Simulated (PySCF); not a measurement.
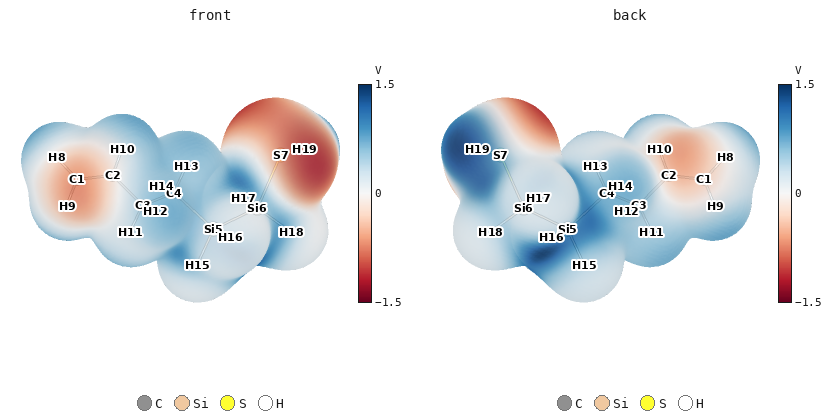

Figure 1: C₄H₁₂SSi₂ (SMILES C=CCC[SiH2][SiH2]S). The electrostatic potential painted on the density surface at 0.002 e/bohr³, seen from the front and from behind; red is negative and blue positive.

Geometry: GFN2-xTB.

These are results of PBE0/pcSseg-1, SCF density, gas phase, non-relativistic in PySCF 2.14.0, not measurements.

```csv
atom,x (Å),y (Å),z (Å)
C,-3.2723,1.6770,-0.6477
C,-2.2616,1.5136,0.1847
C,-1.6170,0.2003,0.4932
C,-0.1579,0.1959,0.0277
Si,0.7434,-1.4441,0.3817
Si,2.8895,-1.3706,-0.4694
S,3.9154,0.2705,0.5022
H,-3.6924,2.6467,-0.8550
H,-3.7284,0.8412,-1.1537
H,-1.8160,2.3693,0.6767
H,-2.1642,-0.6079,0.0037
H,-1.6500,0.0253,1.5722
H,0.3726,1.0163,0.5175
H,-0.1344,0.4112,-1.0437
H,0.0149,-2.5452,-0.2637
H,0.7037,-1.6957,1.8284
H,3.0274,-1.0827,-1.8993
H,3.7396,-2.5333,-0.2112
H,5.0779,0.1214,-0.1099
```

Describe the electrostatic potential map.

Answer. The most negative region (about −1.0 V) lies over S7, the most positive (about +1.4 V) over Si6 and H19.

How polar is the molecule by this calculation?

Answer. Its dipole moment is 1.30 D.
